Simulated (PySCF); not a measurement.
# C4H6OSi2: the cost of one run

Programs: PySCF 2.14.0, with density-fitted response routines of our own. Each step states its level of theory. These are calculated values for one molecule in the gas phase, unless marked as measured. Atoms count from 0, in the outputs and in this text.

### 1 Starting geometry

13 atoms, charge 0, multiplicity 1; geometry from: GFN2-xTB.

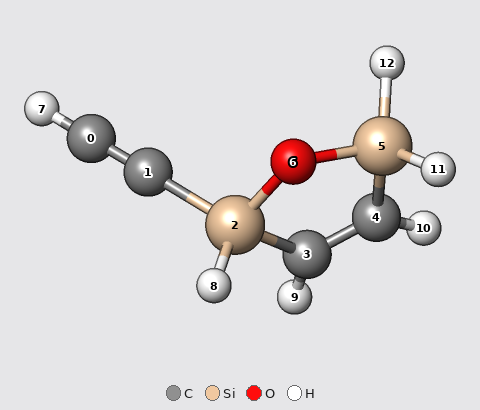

The starting geometry (carbon grey, silicon light orange, oxygen red, hydrogen white), atoms numbered; sticks join atoms by distance.

### 2 Excited states and response: PBE0/def2-SVPD

What the job is given:

```
{"job": {"kind": "uv", "xc": "PBE0", "basis": "def2-SVPD", "nstates": 8, "ntriplets": 3}, "charge": 0, "multiplicity": 1}
C      3.315343     0.328087     0.432624
C      2.158964     0.598685     0.248142
Si     0.383986     1.023941    -0.054768
C     -0.436456    -0.162141    -1.277592
C     -1.399522    -0.902754    -0.727039
Si    -1.658676    -0.556873     1.112697
O     -0.513155     0.606975     1.260137
H      4.325648     0.087325     0.602765
H      0.175013     2.450115    -0.282615
H     -0.168242    -0.247303    -2.322268
H     -1.962392    -1.627652    -1.300437
H     -2.942904     0.062681     1.423334
H     -1.281994    -1.660598     1.988701
```

Level: TDDFT PBE0/def2-SVPD, vertical, gas phase, core orbitals frozen in the response.

The run is started by

```console
$ OMP_NUM_THREADS=1 python probes_run.py task.json out
```

The driver reads the jobs from task.json and runs them one after another.

**Question.** How long does this job take on 1 thread of Arm Neoverse V2, shared host, and how much memory does it need?

About 32 s, with a peak of 0.81 GiB.
